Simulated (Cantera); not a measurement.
Input: 1 mol CH3F, at 100000 Pa.

Equilibrium computed with Cantera from the NASA thermochemical tables; the gas is ideal and each condensed phase is pure. Candidate condensed phases: C, C6H6, C7H8, C8H18; 95 gas species. Equilibrium is a limit: real reactors are often held back by kinetics, nucleation or transport.

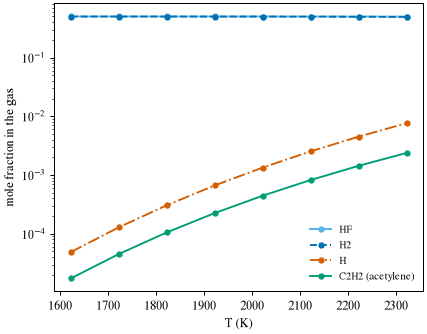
Figure: Equilibrium gas composition (values under 1e-9 drawn at 1e-9)

From 1623 K to 2323 K the condensed part is C(graphite). The main C-bearing gas is CH4 at 1623 K and C2H2 (acetylene) at 2323 K.
